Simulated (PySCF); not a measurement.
# A diatomic session: AlAs+

Aim: find the lowest electronic state of AlAs+, scan its bond at several levels of theory, and get bond length, wavenumber and dissociation energy from each curve.

Computed with PySCF 2.14.0. Level: Al def2-TZVPPD, As def2-TZVPPD, no relativity.

**1. The job**

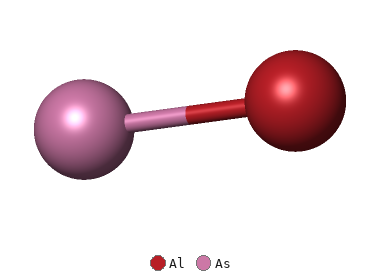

The two atoms at the starting distance (aluminium red, arsenic pink).

The job is set up so:

```json
{
  "atoms": "Al, As",
  "charge": "1",
  "basis": "Al def2-TZVPPD, As def2-TZVPPD",
  "Hamiltonian": "no relativity",
  "basis functions": "102",
  "electrons treated": "45",
  "masses in u": "26.9815, 74.9216",
  "levels": "PBE0, PBE, r²SCAN, BP86, PW91, BLYP, revPBE, BHandHLYP, CAM-B3LYP, HF, MP2, SCS-MP2, CCSD, CCSD(T)",
  "grid": "80 radial by 434 angular points",
  "occupations": "held fixed by the projection of orbital angular momentum",
  "dissociation limit": "Al+ + As, each in its ground configuration",
  "starting distance in angstrom": "2.470",
  "values of 2S to try": "1, 3"
}
```

On the command line:

```
OMP_NUM_THREADS=2 python dia.py task.json out
```

Further steps of the session: First curve: PBE0; Excited determinants; PBE (GGA); r²SCAN (meta-GGA); BP86; PW91 (GGA); BLYP; revPBE (GGA); BHandHLYP (global hybrid GGA); CAM-B3LYP; UHF; Adding correlation.

Before running it: what results should come out? Wanted: for each run, Re; ωe; De; μ.

As calculated:

Lowest PBE0 solution found, without spin–orbit coupling: ⁴Σ⁻ (quartet), unpaired electrons σ ↑, π ↑↑. State 2 has its PBE0 minimum 0.34 eV higher, as a spin-mixed determinant (⟨S²⟩ = 1.77), so this is no gap between pure states. State 3 has its PBE0 minimum 0.50 eV higher, as a spin-mixed determinant (⟨S²⟩ = 1.77), so this is no gap between pure states. The other levels ran on the lowest alone.

```csv
level,Re (Å),ωe (cm⁻¹),De (eV),μ (D)
UHF,2.962,102.9,0.276,-6.69
UHF-MP2,2.676,152.6,0.51,n/a
UHF-SCS-MP2,2.714,140.8,0.448,n/a
UHF-CCSD,2.712,153.1,0.490,n/a
UHF-CCSD(T),2.665,171.1,0.56,n/a
PBE,2.579,223.8,1.01,-4.99
revPBE,2.600,214.0,0.91,-5.04
PW91,2.573,224.9,1.02,-4.99
BLYP,2.626,200.0,0.84,-5.13
BP86,2.583,220.3,0.96,-5.05
r²SCAN,2.534,243.5,0.99,-5.19
PBE0,2.581,213.4,0.88,-5.16
BHandHLYP,2.641,178.4,0.64,-5.44
CAM-B3LYP,2.618,185.7,0.69,-5.33
```

De is counted to Al+ + As in their ground configurations. A positive dipole points from Al to As; in an ion it is taken about the centre of mass and does not tell which atom is negative.

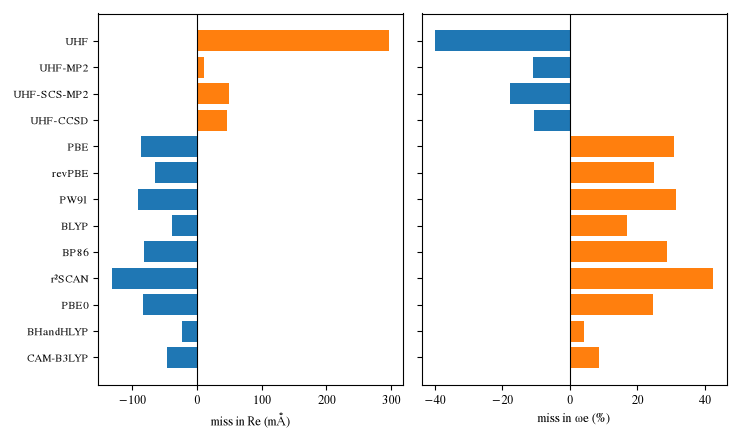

How far each level lies from CCSD(T) in the same basis.

What this shows: Against CCSD(T) in the same basis, the bond length is nearest at UHF-MP2 (+11 mÅ) and farthest at UHF (+297 mÅ); the wavenumber is nearest at BHandHLYP (+4.3 %) and farthest at r²SCAN (+42.3 %). Of the levels with a De here, UHF gives the least (0.276 eV) and PW91 the most (1.02 eV).

Correlated steps freeze 14 core orbitals.
